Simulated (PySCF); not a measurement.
## A study: C2H5N, SMILES `C1NC1`

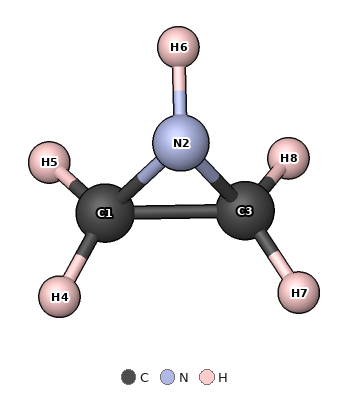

The molecule, with its atoms numbered as below. No frequency check shows the geometry to be a minimum.

Cartesian coordinates (Å):

```
C1       0.7387   -0.3903    0.0271
N2      -0.0001    0.8346   -0.1692
C3      -0.7386   -0.3903    0.0271
H4       1.2629   -0.7460   -0.8492
H5       1.2625   -0.5597    0.9612
H6      -0.0000    1.4531    0.6360
H7      -1.2628   -0.7461   -0.8492
H8      -1.2625   -0.5597    0.9612
```

Part 1: Bonding charge

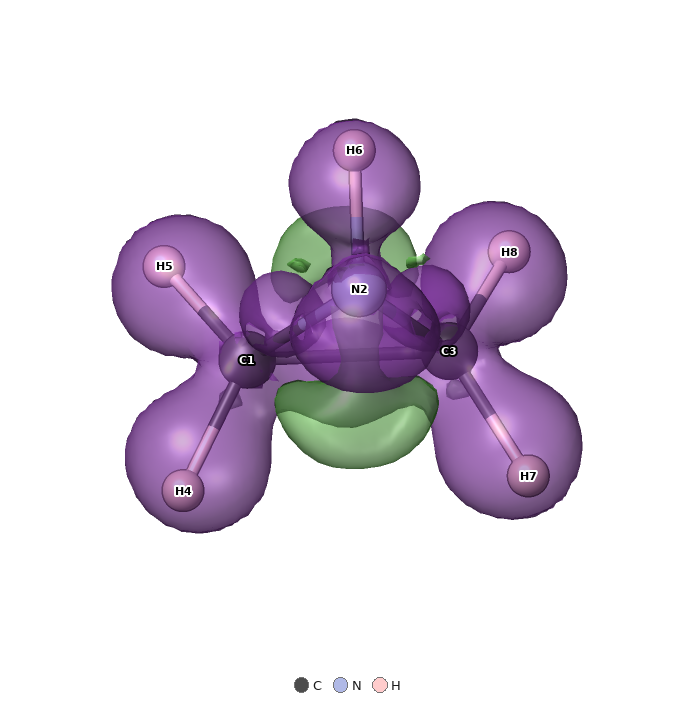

Deformation density (molecule less spherical, spin-averaged free atoms at the same positions), surfaces at ±0.12 e/Å³; purple: gain, green: loss.

PySCF calculation, B3LYP/def2-SVP, gas phase; geometry: GFN2-xTB.

Q: How much density has each bond gained at its critical point, relative to the free atoms?

A: N2–H6: +0.81 e/Å³ at the bond critical point (bond length 1.01 Å, Mayer order 1.0). C3–H7 and C1–H4: +0.73 e/Å³ at the bond critical point (bond length 1.08 Å, Mayer order 1.0). C1–H5 and C3–H8: +0.71 e/Å³ at the bond critical point (bond length 1.08 Å, Mayer order 1.0). C1–C3: +0.36 e/Å³ at the bond critical point (bond length 1.48 Å, Mayer order 1.1). N2–C3 and C1–N2: +0.25 e/Å³ at the bond critical point (bond length 1.44 Å, Mayer order 1.0). In all, 1.7 electrons gather in the regions of gain relative to the promolecule.

Q: Where do the Hirshfeld charges lie?

A: The highest Hirshfeld charge is on H6 (+0.11 e), the lowest on N2 (−0.19 e).

Part 2: Local ionisation energy

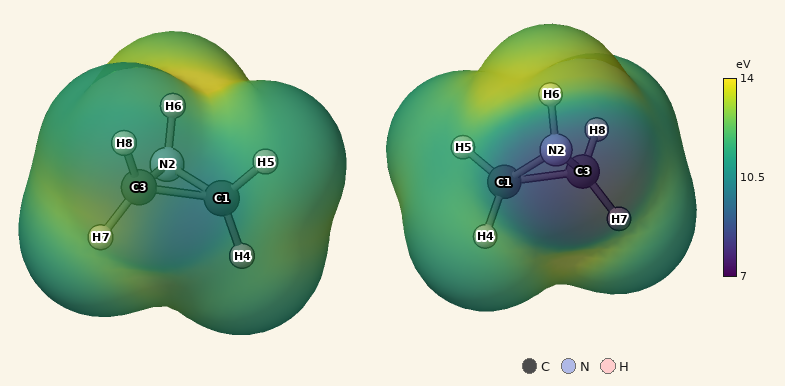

Average local ionisation energy on the surface of electron density 0.001 a.u. (back view left, front view right).

Q: Where are the most loosely bound electrons on this surface?

A: The lowest value is 7.7 eV, 1.9 Å from N2. Further minima include 10.5 eV, off the C1–C3 bond (2.0 to 2.1 Å from its atoms); 11.1 eV, 1.4 Å from H7, and at like points elsewhere. For comparison, the highest occupied orbital lies at −6.5 eV.

Part 3: Removing or adding an electron

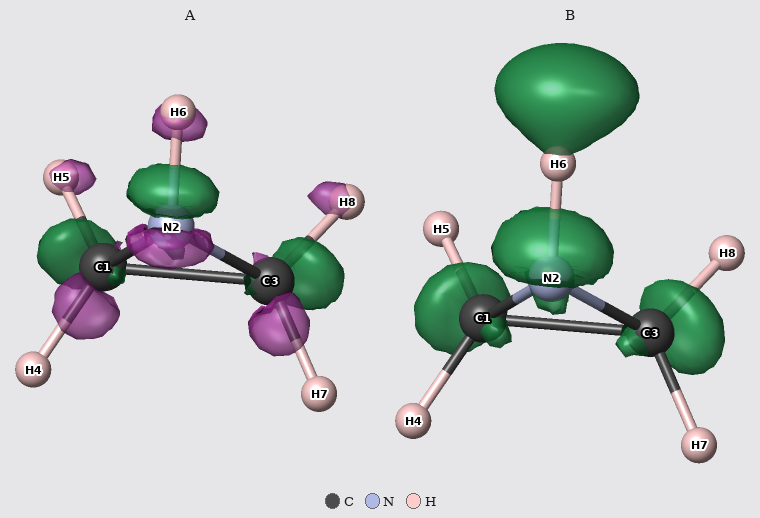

The Fukui function f⁺ from two separate SCF calculations and the density of the LUMO, at ±0.04 e/Å³ (green positive, purple negative).

Method: B3LYP/6-311G**; geometry: GFN2-xTB; program: PySCF.

Q: Which panel is which, and how good is the frozen-orbital picture?

A: A is f⁺ (it has negative regions), B the LUMO density. The LUMO lies on H6 (29 %), H5 and H8 (18 % each) and N2 (11 %); f⁺ (Hirshfeld-condensed) is largest on H6 (0.24) and H5 and H8 (0.19 each); the vertical electron affinity is −2.99 eV (the stability of the anion's solution wasn't checked; negative, but this basis has no diffuse functions, so it doesn't show that the anion is unbound). Relaxation shifts 12 % of the electron between atoms. The orbital energy is 1.12 eV.

The PySCF runs shown took 4.3 s and 74 s on 1 thread of Arm Neoverse V2, with other jobs on the host.
